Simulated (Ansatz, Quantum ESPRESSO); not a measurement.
**Er (P6_3/mmc): electron-phonon coupling**

Wanted: the coupling constant λ of Er (P6_3/mmc) at ambient pressure.

Calculated with Quantum ESPRESSO 7.5; DFT PBE, scalar-relativistic, plane waves, PseudoDojo norm-conserving, 4f in core pseudopotentials.

### 1. The starting structure

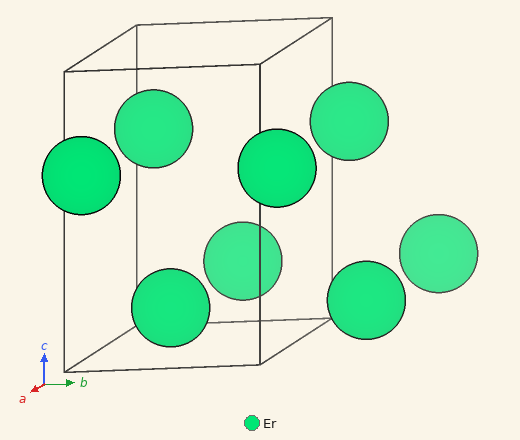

Start, viewed slightly off an axis; erbium green. 2×2×1 cells are drawn.

### 2. A probe with smearing

Before anything dear is run, a loose run with smearing shows whether this is a metal and how far the cell is from rest.

File probe.in:

```
&CONTROL
  calculation = 'scf'
  prefix      = 'x'
  outdir      = './tmp'
  pseudo_dir  = './pseudo'
  tprnfor     = .true.
  tstress     = .true.
  verbosity   = 'high'
/
&SYSTEM
  ibrav       = 4
  celldm(1)   = 6.72515733
  celldm(3)   = 1.5700236
  nat         = 2
  ntyp        = 1
  ecutwfc     = 44.0
  occupations = 'smearing'
  smearing    = 'gaussian'
  degauss     = 0.01
/
&ELECTRONS
  conv_thr         = 1.0d-07
  mixing_beta      = 0.7
  electron_maxstep = 100
/
ATOMIC_SPECIES
 Er    167.2590  Er.upf
ATOMIC_POSITIONS crystal
 Er     0.333333333   0.666666667   0.250000000
 Er     0.666666667   0.333333333   0.750000000
K_POINTS automatic
 6 6 4 0 0 0
```

Started as:

```bash
$ OMP_NUM_THREADS=1 mpirun -n 8 pw.x -nk 8 -in probe.in > probe.out
```

Log:

```text
[banners, grids, parts of the stress and lines that vanish by symmetry left out]
Program PWSCF v.7.5
     bravais-lattice index     =            4
     lattice parameter (alat)  =       6.7252  a.u.
[...]
kinetic-energy cutoff     =      44.0000  Ry
     charge density cutoff     =     176.0000  Ry
     scf convergence threshold =      1.0E-07
[...]
Exchange-correlation= PBE
                           (   1   4   3   4   0   0   0)
[...]
24 Sym. Ops., with inversion, found (12 have fractional translation)
[...]
(     0          1          0      )
                  (     0          0          1      )
[...]
(  0.0000000  1.0000000  0.0000000 )
                  (  0.0000000  0.0000000  1.0000000 )
[...]
(     0         -1          0      )       (  0.0000000 )
[...]
(  0.0000000  0.0000000  1.0000000 )
[...]
(    -1          0          0      )
                  (     0          0          1      )
[...]
( -0.8660254 -0.5000000  0.0000000 )
                  (  0.0000000  0.0000000  1.0000000 )
[...]
number of k points=    21  Gaussian smearing, width (Ry)=  0.0100
[...]
End of self-consistent calculation
[...]
the Fermi energy is    10.2206 ev
!    total energy              =    -180.57762369 Ry
[...]
convergence has been achieved in   5 iterations
[...]
atom    1 type  1   force =    -0.00000000   -0.00000000    0.00000000
     atom    2 type  1   force =     0.00000000    0.00000000    0.00000000
[...]
Total force =     0.000000     Total SCF correction =     0.000000
[...]
total   stress  (Ry/bohr**3)                   (kbar)     P=      -12.99
[...]
XML data file, charge density, pseudopotentials, collected wavefunctions

   JOB DONE.
```

It took 3.6 s on 8 MPI ranks of Intel Xeon at 2.70GHz, shared host; 27 s of CPU time.

Numbers from this step:

```
volume per atom   : 30.64 Å³
pressure          : -1.299 GPa
gap on the k-mesh : 0 eV
```

No gap opens on this mesh, so smearing is kept; the start stands at -1.3 GPa.

### 3. Relaxation

Frequencies change by per cents with a per cent of volume, so the structure is first brought to rest at this level of theory.

File relax.in:

```
&CONTROL
  calculation   = 'vc-relax'
  prefix        = 'x'
  outdir        = './tmp'
  pseudo_dir    = './pseudo'
  tprnfor       = .true.
  tstress       = .true.
  forc_conv_thr = 2.0d-05
  etot_conv_thr = 1.0d-07
  nstep         = 40
/
&SYSTEM
  ibrav       = 4
  celldm(1)   = 6.72515733
  celldm(3)   = 1.5700236
  nat         = 2
  ntyp        = 1
  ecutwfc     = 44.0
  occupations = 'smearing'
  smearing    = 'mv'
  degauss     = 0.02
/
&ELECTRONS
  conv_thr         = 1.0d-11
  mixing_beta      = 0.7
  electron_maxstep = 100
/
&IONS
/
&CELL
  press_conv_thr = 0.2
/
ATOMIC_SPECIES
 Er    167.2590  Er.upf
ATOMIC_POSITIONS crystal
 Er     0.333333333   0.666666667   0.250000000
 Er     0.666666667   0.333333333   0.750000000
K_POINTS automatic
 12 12 8 0 0 0
```

Started as:

```bash
$ OMP_NUM_THREADS=1 mpirun -n 8 pw.x -nk 8 -in relax.in > relax.out
```

Log:

```text
[banners, grids, parts of the stress and lines that vanish by symmetry left out]
[banner, memory and clock lines left out]
Program PWSCF v.7.5

[...]
kinetic-energy cutoff     =      44.0000  Ry
     charge density cutoff     =     176.0000  Ry
     scf convergence threshold =      1.0E-11
[...]
energy convergence thresh.=      1.0E-07
     force convergence thresh. =      2.0E-05
     press convergence thresh. =      2.0E-01
     Exchange-correlation= PBE
                           (   1   4   3   4   0   0   0)
[...]
24 Sym. Ops., with inversion, found (12 have fractional translation)
[...]
number of k points=    95  Marzari-Vanderbilt smearing, width (Ry)=  0.0200
[...]
End of self-consistent calculation
[...]
the Fermi energy is    10.1737 ev
!    total energy              =    -180.57554572 Ry
[...]
convergence has been achieved in   8 iterations
[...]
atom    1 type  1   force =     0.00000000    0.00000000    0.00000000
     atom    2 type  1   force =     0.00000000    0.00000000    0.00000000
     Total force =     0.000000     Total SCF correction =     0.000000
[...]
total   stress  (Ry/bohr**3)                   (kbar)     P=      -14.52
[...]
number of bfgs steps    =   0
[...]
CELL_PARAMETERS (alat=  6.72515733)
[...]
ATOMIC_POSITIONS (crystal)
Er               0.3333333330        0.6666666670        0.2500000000
Er               0.6666666670        0.3333333330        0.7500000000
[...]
New effective cutoffs (rho, wfc):  176.61   44.27
[...]
End of self-consistent calculation
[...]
the Fermi energy is    10.2620 ev
!    total energy              =    -180.57581631 Ry
[...]
convergence has been achieved in   5 iterations
[...]
atom    1 type  1   force =     0.00000000    0.00000000   -0.00000000
     atom    2 type  1   force =    -0.00000000   -0.00000000    0.00000000
     Total force =     0.000000     Total SCF correction =     0.000000
[...]
total   stress  (Ry/bohr**3)                   (kbar)     P=      -10.69
[...]
number of bfgs steps    =   1
[...]
CELL_PARAMETERS (alat=  6.72515733)
[...]
ATOMIC_POSITIONS (crystal)
Er               0.3333333330        0.6666666670        0.2500000000
Er               0.6666666670        0.3333333330        0.7500000000
[...]
New effective cutoffs (rho, wfc):  178.03   44.68
[...]
End of self-consistent calculation
[...]
the Fermi energy is    10.3915 ev
!    total energy              =    -180.57606325 Ry
[...]
convergence has been achieved in   6 iterations
[...]
atom    1 type  1   force =     0.00000000   -0.00000000   -0.00000000
     atom    2 type  1   force =    -0.00000000    0.00000000    0.00000000
     Total force =     0.000000     Total SCF correction =     0.000000
[...]
total   stress  (Ry/bohr**3)                   (kbar)     P=       -5.00
[...]
number of bfgs steps    =   2
[...]
CELL_PARAMETERS (alat=  6.72515733)
[...]
ATOMIC_POSITIONS (crystal)
[...]
New effective cutoffs (rho, wfc):  179.35   45.08
[...]
End of self-consistent calculation
[...]
the Fermi energy is    10.5090 ev
!    total energy              =    -180.57613557 Ry
[...]
the Fermi energy is    10.5051 ev
!    total energy              =    -180.57613856 Ry
[...]
convergence has been achieved in   4 iterations
[...]
atom    1 type  1   force =    -0.00000000   -0.00000000    0.00000000
     atom    2 type  1   force =     0.00000000    0.00000000   -0.00000000
     Total force =     0.000000     Total SCF correction =     0.000000
[...]
total   stress  (Ry/bohr**3)                   (kbar)     P=        0.12
[...]
number of bfgs steps    =   6
[...]
the Fermi energy is    10.5030 ev
!    total energy              =    -180.57613955 Ry
[...]
convergence has been achieved in   5 iterations
[...]
atom    1 type  1   force =     0.00000000    0.00000000   -0.00000000
     atom    2 type  1   force =    -0.00000000   -0.00000000    0.00000000
     Total force =     0.000000     Total SCF correction =     0.000000
[...]
total   stress  (Ry/bohr**3)                   (kbar)     P=        0.06
[...]
number of bfgs steps    =   7
[...]
New effective cutoffs (rho, wfc):  179.67   45.21
[...]
the Fermi energy is    10.5012 ev
!    total energy              =    -180.57613982 Ry
[...]
convergence has been achieved in   5 iterations
[...]
atom    1 type  1   force =     0.00000000    0.00000000   -0.00000000
     atom    2 type  1   force =    -0.00000000   -0.00000000    0.00000000
     Total force =     0.000000     Total SCF correction =     0.000000
[...]
total   stress  (Ry/bohr**3)                   (kbar)     P=        0.00
[...]
number of bfgs steps    =   8
[...]
small trust_radius: resetting bfgs history
[...]
CELL_PARAMETERS (alat=  6.72515733)
[...]
ATOMIC_POSITIONS (crystal)
[...]
New effective cutoffs (rho, wfc):  179.67   45.21
[...]
End of self-consistent calculation
[...]
the Fermi energy is    10.5012 ev
!    total energy              =    -180.57613982 Ry
[...]
convergence has been achieved in   1 iterations
[...]
atom    1 type  1   force =    -0.00000000   -0.00000000   -0.00000000
     atom    2 type  1   force =     0.00000000    0.00000000    0.00000000
     Total force =     0.000000     Total SCF correction =     0.000000
[...]
total   stress  (Ry/bohr**3)                   (kbar)     P=        0.00
[...]
bfgs converged in  10 scf cycles and   9 bfgs steps
[...]
End of BFGS Geometry Optimization
     Final enthalpy           =    -180.5761398183 Ry
     File ./tmp/x.bfgs deleted, as requested
[...]
CELL_PARAMETERS (alat=  6.72515733)
[...]
ATOMIC_POSITIONS (crystal)
Er               0.3333333330        0.6666666670        0.2500000000
Er               0.6666666670        0.3333333330        0.7500000000
[...]
Final scf calculation at the relaxed structure.
[...]
kinetic-energy cutoff     =      44.0000  Ry
     charge density cutoff     =     176.0000  Ry
     scf convergence threshold =      1.0E-13
[...]
press convergence thresh. =      2.0E-01
     Exchange-correlation= PBE
                           (   1   4   3   4   0   0   0)
[...]
24 Sym. Ops., with inversion, found (12 have fractional translation)
[...]
number of k points=    95  Marzari-Vanderbilt smearing, width (Ry)=  0.0200
[...]
c_bands:  1 eigenvalues not converged
     c_bands:  1 eigenvalues not converged
[...]
End of self-consistent calculation
[...]
the Fermi energy is    10.5012 ev
!    total energy              =    -180.57535001 Ry
[...]
convergence has been achieved in   9 iterations
[...]
atom    1 type  1   force =    -0.00000000   -0.00000000    0.00000000
     atom    2 type  1   force =     0.00000000    0.00000000   -0.00000000
     Total force =     0.000000     Total SCF correction =     0.000000
[...]
total   stress  (Ry/bohr**3)                   (kbar)     P=       -2.20
[...]
XML data file, charge density, pseudopotentials, collected wavefunctions
```

It took 77 s on 8 MPI ranks.

Step by step:

```tsv
step	energy less that of the first step (eV)	largest force (eV/Å)	pressure (GPa)	volume (Å³)
1	0.0000	0.0000	-1.45	61.28
2	-0.0037	0.0000	-1.07	60.83
3	-0.0070	0.0000	-0.50	60.18
4	-0.0080	0.0000	0.03	59.60
5	-0.0080	0.0000	0.02	59.60
6	-0.0081	0.0000	0.02	59.61
7	-0.0081	0.0000	0.01	59.61
8	-0.0081	0.0000	0.01	59.62
9	-0.0081	0.0000	0.00	59.63
10	-0.0081	0.0000	0.00	59.63
11	0.0027	0.0000	-0.22	59.63
```

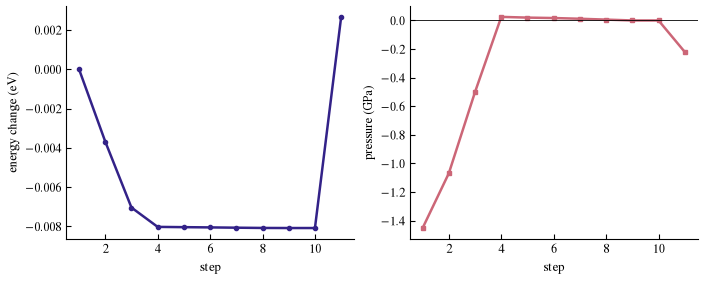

Energy and pressure along the relaxation.

```tsv
conventional cell, symmetrised	before	after	change
a (Å)	3.559	3.534	-0.7 %
b (Å)	3.559	3.534	-0.7 %
c (Å)	5.587	5.512	-1.4 %
volume (Å³/atom)	30.64	29.81	-2.7 %
```

Final coordinates:

```
Er
1.0
     3.53440    0.00000    0.00000
    -1.76720    3.06088    0.00000
     0.00000    0.00000    5.51177
Er
2
Direct
  0.33333 0.66667 0.25000
  0.66667 0.33333 0.75000
```

The last row of the table of steps is pw.x's closing run on a basis chosen anew for the final cell, so its energy can jump.

This step gave:

- volume per atom: 29.81 Å³
- pressure: -0.2203 GPa

The volume changes by -2.7 % from the cell with which this run began.

### 4. Relaxation

A variable-cell run keeps the plane waves of its start, so its end shows a stress on a fresh basis; a second run from that cell removes it.

Changes to relax.in since step 3:

```diff
@@ -13,4 +13,4 @@
   ibrav       = 4
-  celldm(1)   = 6.72515733
-  celldm(3)   = 1.5700236
+  celldm(1)   = 6.67905686
+  celldm(3)   = 1.55946198
   nat         = 2
```

Log:

```text
[banners, grids, parts of the stress and lines that vanish by symmetry left out]
[banner, memory and clock lines left out]
Program PWSCF v.7.5

[...]
kinetic-energy cutoff     =      44.0000  Ry
     charge density cutoff     =     176.0000  Ry
     scf convergence threshold =      1.0E-11
[...]
energy convergence thresh.=      1.0E-07
     force convergence thresh. =      2.0E-05
     press convergence thresh. =      2.0E-01
     Exchange-correlation= PBE
                           (   1   4   3   4   0   0   0)
[...]
24 Sym. Ops., with inversion, found (12 have fractional translation)
[...]
number of k points=    95  Marzari-Vanderbilt smearing, width (Ry)=  0.0200
[...]
End of self-consistent calculation
[...]
the Fermi energy is    10.5012 ev
!    total energy              =    -180.57535001 Ry
[...]
convergence has been achieved in   8 iterations
[...]
atom    1 type  1   force =     0.00000000   -0.00000000    0.00000000
     atom    2 type  1   force =    -0.00000000   -0.00000000    0.00000000
     Total force =     0.000000     Total SCF correction =     0.000000
[...]
total   stress  (Ry/bohr**3)                   (kbar)     P=       -2.20
[...]
number of bfgs steps    =   0
[...]
CELL_PARAMETERS (alat=  6.67905686)
[...]
ATOMIC_POSITIONS (crystal)
Er               0.3333333330        0.6666666670        0.2500000000
Er               0.6666666670        0.3333333330        0.7500000000
[...]
New effective cutoffs (rho, wfc):  176.09   44.04
[...]
End of self-consistent calculation
[...]
the Fermi energy is    10.5149 ev
!    total energy              =    -180.57535596 Ry
[...]
convergence has been achieved in   4 iterations
[...]
atom    1 type  1   force =     0.00000000    0.00000000    0.00000000
     atom    2 type  1   force =    -0.00000000   -0.00000000    0.00000000
     Total force =     0.000000     Total SCF correction =     0.000000
[...]
total   stress  (Ry/bohr**3)                   (kbar)     P=       -1.58
[...]
number of bfgs steps    =   1
[...]
CELL_PARAMETERS (alat=  6.67905686)
[...]
ATOMIC_POSITIONS (crystal)
Er               0.3333333330        0.6666666670        0.2500000000
Er               0.6666666670        0.3333333330        0.7500000000
[...]
New effective cutoffs (rho, wfc):  176.28   44.10
[...]
End of self-consistent calculation
[...]
the Fermi energy is    10.5349 ev
!    total energy              =    -180.57536117 Ry
[...]
convergence has been achieved in   5 iterations
[...]
atom    1 type  1   force =     0.00000000    0.00000000    0.00000000
     atom    2 type  1   force =    -0.00000000   -0.00000000    0.00000000
     Total force =     0.000000     Total SCF correction =     0.000000
[...]
total   stress  (Ry/bohr**3)                   (kbar)     P=       -0.67
[...]
number of bfgs steps    =   2
[...]
CELL_PARAMETERS (alat=  6.67905686)
[...]
ATOMIC_POSITIONS (crystal)
[...]
New effective cutoffs (rho, wfc):  176.43   44.14
[...]
End of self-consistent calculation
[...]
the Fermi energy is    10.5498 ev
!    total energy              =    -180.57536235 Ry
[...]
convergence has been achieved in   5 iterations
[...]
atom    1 type  1   force =    -0.00000000    0.00000000    0.00000000
     atom    2 type  1   force =     0.00000000   -0.00000000    0.00000000
     Total force =     0.000000     Total SCF correction =     0.000000
[...]
total   stress  (Ry/bohr**3)                   (kbar)     P=        0.02
[...]
number of bfgs steps    =   3
[...]
small trust_radius: resetting bfgs history
[...]
CELL_PARAMETERS (alat=  6.67905686)
[...]
ATOMIC_POSITIONS (crystal)
[...]
New effective cutoffs (rho, wfc):  176.43   44.14
[...]
End of self-consistent calculation
[...]
the Fermi energy is    10.5497 ev
!    total energy              =    -180.57536236 Ry
[...]
convergence has been achieved in   3 iterations
[...]
atom    1 type  1   force =     0.00000000    0.00000000    0.00000000
     atom    2 type  1   force =    -0.00000000   -0.00000000   -0.00000000
     Total force =     0.000000     Total SCF correction =     0.000000
[...]
total   stress  (Ry/bohr**3)                   (kbar)     P=        0.01
[...]
bfgs converged in   5 scf cycles and   4 bfgs steps
[...]
End of BFGS Geometry Optimization
     Final enthalpy           =    -180.5753623641 Ry
     File ./tmp/x.bfgs deleted, as requested
[...]
CELL_PARAMETERS (alat=  6.67905686)
[...]
ATOMIC_POSITIONS (crystal)
Er               0.3333333330        0.6666666670        0.2500000000
Er               0.6666666670        0.3333333330        0.7500000000
[...]
Final scf calculation at the relaxed structure.
[...]
kinetic-energy cutoff     =      44.0000  Ry
     charge density cutoff     =     176.0000  Ry
     scf convergence threshold =      1.0E-13
[...]
press convergence thresh. =      2.0E-01
     Exchange-correlation= PBE
                           (   1   4   3   4   0   0   0)
[...]
24 Sym. Ops., with inversion, found (12 have fractional translation)
[...]
number of k points=    95  Marzari-Vanderbilt smearing, width (Ry)=  0.0200
[...]
c_bands:  1 eigenvalues not converged
     c_bands:  1 eigenvalues not converged
     c_bands:  1 eigenvalues not converged
[...]
End of self-consistent calculation
[...]
the Fermi energy is    10.5497 ev
!    total energy              =    -180.57524118 Ry
[...]
convergence has been achieved in   9 iterations
[...]
atom    1 type  1   force =     0.00000000    0.00000000    0.00000000
     atom    2 type  1   force =    -0.00000000   -0.00000000   -0.00000000
     Total force =     0.000000     Total SCF correction =     0.000000
[...]
total   stress  (Ry/bohr**3)                   (kbar)     P=       -0.32
[...]
XML data file, charge density, pseudopotentials, collected wavefunctions
```

The job ended after 45 s (8 MPI ranks; 5.9 min of CPU time).

Step by step:

```tsv
step	energy less that of the first step (eV)	largest force (eV/Å)	pressure (GPa)	volume (Å³)
1	0.0000	0.0000	-0.22	59.63
2	-0.0001	0.0000	-0.16	59.56
3	-0.0002	0.0000	-0.07	59.46
4	-0.0002	0.0000	0.00	59.39
5	-0.0002	0.0000	0.00	59.39
6	0.0015	0.0000	-0.03	59.39
```

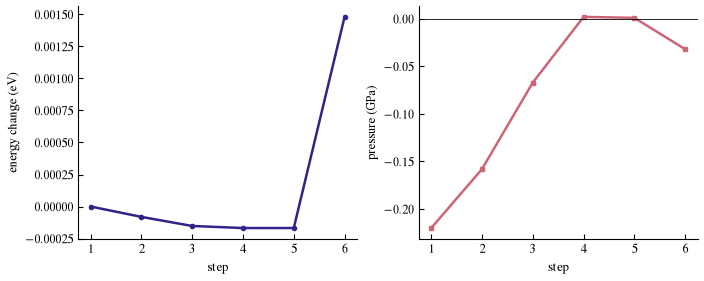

Energy and pressure along the relaxation.

```tsv
conventional cell, symmetrised	before	after	change
a (Å)	3.534	3.530	-0.1 %
b (Å)	3.534	3.530	-0.1 %
c (Å)	5.512	5.502	-0.2 %
volume (Å³/atom)	29.81	29.70	-0.4 %
```

Final coordinates:

```cif
data_structure
_symmetry_space_group_name_H-M 'P 1'
_symmetry_Int_Tables_number 1
_cell_length_a 3.5304
_cell_length_b 3.5304
_cell_length_c 5.5025
_cell_angle_alpha 90.000
_cell_angle_beta 90.000
_cell_angle_gamma 120.000
_cell_volume 59.39
loop_
_atom_site_label
_atom_site_type_symbol
_atom_site_fract_x
_atom_site_fract_y
_atom_site_fract_z
_atom_site_occupancy
Er1 Er 0.33333 0.66667 0.25000 1
Er2 Er 0.66667 0.33333 0.75000 1
```

The last row of the table of steps is pw.x's closing run on a basis chosen anew for the final cell, so its energy can jump.

Numbers from this step:

```
volume per atom : 29.70 Å³
pressure        : -0.032 GPa
```

The volume changes by -0.4 % from the cell with which this run began.

### 5. Self-consistent run for the response

Perturbation theory inherits every error of the wavefunctions, so the threshold is set near the limit of the arithmetic. Smearing stays on, as the first look found no gap above 0.3 eV.

File scf.in:

```
&CONTROL
  calculation = 'scf'
  prefix      = 'x'
  outdir      = './tmp'
  pseudo_dir  = './pseudo'
  tprnfor     = .true.
  tstress     = .true.
/
&SYSTEM
  ibrav       = 4
  celldm(1)   = 6.67142301
  celldm(3)   = 1.55861045
  nat         = 2
  ntyp        = 1
  ecutwfc     = 44.0
  occupations = 'smearing'
  smearing    = 'mv'
  degauss     = 0.02
/
&ELECTRONS
  conv_thr         = 1.0d-12
  mixing_beta      = 0.7
  electron_maxstep = 100
/
ATOMIC_SPECIES
 Er    167.2590  Er.upf
ATOMIC_POSITIONS crystal
 Er     0.333333333   0.666666667   0.250000000
 Er     0.666666667   0.333333333   0.750000000
K_POINTS automatic
 12 12 8 0 0 0
```

Started as:

```bash
$ OMP_NUM_THREADS=1 mpirun -n 8 pw.x -nk 8 -in scf.in > scf.out
```

Log:

```text
[banners, grids, parts of the stress and lines that vanish by symmetry left out]
[banner, memory and clock lines left out]
Program PWSCF v.7.5

[...]
kinetic-energy cutoff     =      44.0000  Ry
     charge density cutoff     =     176.0000  Ry
     scf convergence threshold =      1.0E-12
[...]
Exchange-correlation= PBE
                           (   1   4   3   4   0   0   0)
[...]
24 Sym. Ops., with inversion, found (12 have fractional translation)
[...]
number of k points=    95  Marzari-Vanderbilt smearing, width (Ry)=  0.0200
[...]
End of self-consistent calculation
[...]
the Fermi energy is    10.5497 ev
!    total energy              =    -180.57524118 Ry
[...]
convergence has been achieved in   9 iterations
[...]
atom    1 type  1   force =     0.00000000   -0.00000000    0.00000000
     atom    2 type  1   force =    -0.00000000    0.00000000    0.00000000
     Total force =     0.000000     Total SCF correction =     0.000000
[...]
total   stress  (Ry/bohr**3)                   (kbar)     P=       -0.32
[...]
XML data file, charge density, pseudopotentials, collected wavefunctions
```

The job ended after 12 s (8 MPI ranks).

The cell stands at -0.032 GPa, close enough for phonons.

[end of part 1 of 4]

[Host names and launcher messages were left out of these logs when they were recorded.]

[Logs are printed without paths, hosts, clocks, repeated set-up lines and the standing remarks that a program may print on its own settings, such as how far it seeks lower states.]

[Hosts, paths, dates, database ids (printed as entryN), source tags and the programs' standing remarks are cut or masked in the printed files.]
